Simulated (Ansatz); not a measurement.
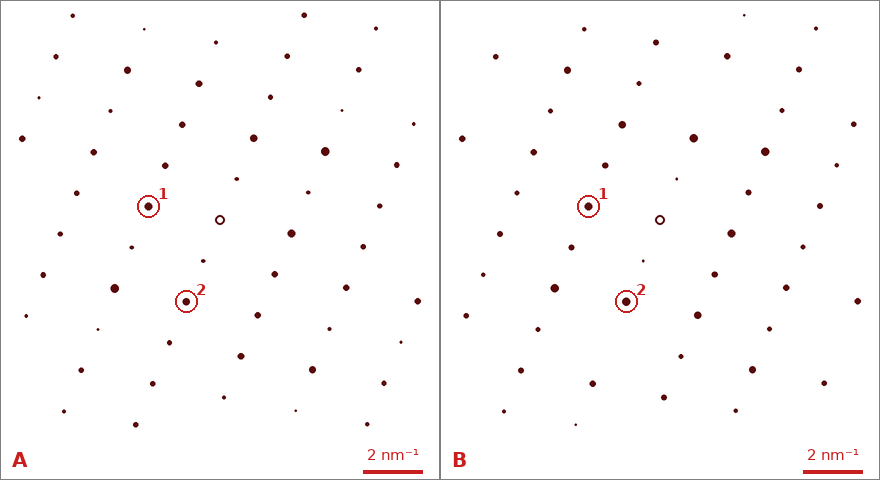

Kinematic electron diffraction patterns (300 kV, B = 0.5 Å², same scale) along [100] of the run's own cell, for the start and the end of one relaxation of Li5Sb2 with DFT, PAW plane waves, r2scan (Ansatz 0.2.0). k mesh 6×6×6. The start is a generated model structure, and the relaxation ends in the nearest stationary point of its symmetry, not necessarily the ground state. Spot 1 is 0 -1 0 and spot 2 is 0 0 -2 in both.

Start structure:

```
CELL_PARAMETERS angstrom
2.38254 4.12668 0.00000
-2.38254 4.12668 0.00000
0.00000 -2.75112 6.64497
ATOMIC_POSITIONS crystal
Sb 0.07270 0.07270 0.21810
Sb 0.92730 0.92730 0.78190
Li 0.50000 0.50000 0.50000
Li 0.21000 0.21000 0.63000
Li 0.79000 0.79000 0.37000
Li 0.35200 0.35200 0.05600
Li 0.64800 0.64800 0.94400
```

Which pattern belongs to the start structure, and which to the relaxed one?

A is the start: its cell gives d(1) = 4.041 Å, d(2) = 3.322 Å and an angle of 78.3°. The spot positions hardly differ, so the intensities decide: those computed from the start structure match A, and B is the relaxed structure.

Name reflections whose intensity changes strongly on relaxation.

0 0 3 fades out of sight; 0 1 -4 goes from 2.5 to 22 % of the strongest spot; 0 1 3 goes from 0.45 to 8.2 % of the strongest spot; 0 1 1 goes from 4.8 to 21 % of the strongest spot.

What did the relaxation do to the structure and the energy?

The cell was held fixed; with the mean shift removed, the atoms moved by up to 0.20 Å relative to the cell (Li most); the space group stayed R-3m (No. 166); the free energy fell by 54 meV an atom.
